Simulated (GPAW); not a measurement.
Consider Sc3InB (Pm-3m).

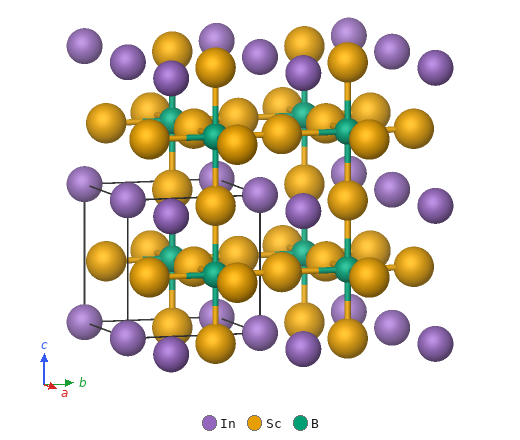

The structure (indium purple, scandium orange, boron teal). 2×2×2 cells are drawn. Some periodic images of atoms are drawn too.

```
In Sc B
1.0
     4.56000    0.00000    0.00000
     0.00000    4.56000    0.00000
     0.00000    0.00000    4.56000
In Sc B
1 3 1
Cartesian
  0.0000 0.0000 0.0000
  2.2800 2.2800 0.0000
  2.2800 0.0000 2.2800
  0.0000 2.2800 2.2800
  2.2800 2.2800 2.2800
```

Absorber: atom 2, with 2 B at 2.28 Å (linear, site symmetry 4/mmm). Method: GPAW, LDA, excited-electron core hole (neutral cell), 20-atom cell with 7.9 Å between holes, 3×3×3 k points, dipole transitions, Gaussian full width 0.9 eV up to 4 eV, rising linearly to 3.5 eV at 25 eV.

Question: What does the Sc L₃ edge look like?

Main maxima up to 30 eV above the zero (height): 1.5 eV (5.12), 3.7 eV (2.07), 14.0 eV (0.48) and 19.0 eV (0.42). At an L edge the dipole rule selects empty d (and weakly s) states on the absorber, and the strong line at the onset measures the empty part of its d band. 2p–3d multiplets, which reshape such L edges, aren't in a one-electron spectrum. The total-energy difference is 398.40 eV. Two terms are added: -1.39 eV, since the hole is spin-paired here and a spin-polarised one costs that much less in the free atom (computed apart); −1.63 eV, a third of the tabulated L₂–L₃ splitting, since the scalar-relativistic hole is their mean. The photon energy is then 395.38 eV. The tabulated edge of the element is 398.7 eV. The functional leaves an error of a few eV in such absolute values.

The Sc L₃ spectrum (energy from the lowest empty level; intensity scaled to a mean of 1 over the first 20 eV):

```
E (eV)  intensity
  -2.0       0.00
  -0.5       0.20
   1.0       4.11
   2.5       2.55
   4.0       1.87
   5.5       0.69
   7.0       0.64
   8.5       0.55
  10.0       0.40
  11.5       0.36
  13.0       0.43
  14.5       0.45
  16.0       0.27
  17.5       0.33
  19.0       0.42
  20.5       0.37
  22.0       0.35
  23.5       0.34
  25.0       0.34
  26.5       0.35
  28.0       0.33
  29.5       0.30
  31.0       0.30
```

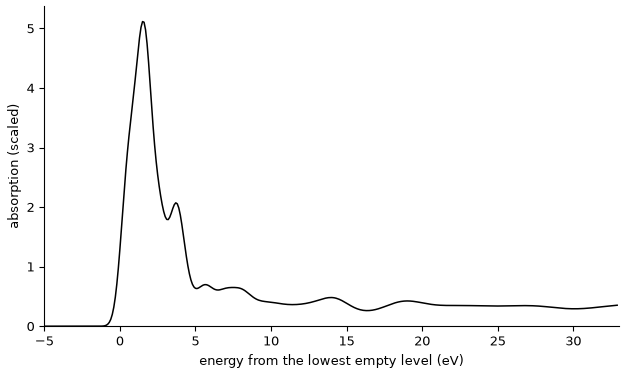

The Sc L₃ edge.

One-electron theory leaves out the 2p–3d multiplets that shape measured L edges of 3d elements, and the L₂ edge isn't added. The mesh is coarse (0.32 Å⁻¹ between points), so small maxima may be mesh ripples. The structure is a published determination, not relaxed.

[Banner, clock and machine lines of the logs are left out without a mark of their own.]

[Logs are printed without paths, hosts, clocks, repeated set-up lines and the standing remarks that a program may print on its own settings, such as how far it seeks lower states.]

[Hosts, paths, dates, database ids (printed as entryN), source tags and the programs' standing remarks are cut or masked in the printed files.]

[Lists of maxima count a maximum above −3 eV only where it reaches 4 % of the highest in the window and stands out from its surroundings by 2 % of it (1.5 % where it reaches 55 %); shoulders and weaker maxima are passed over, and of the rest the first, up to two pre-edge ones and the few strongest are named.]
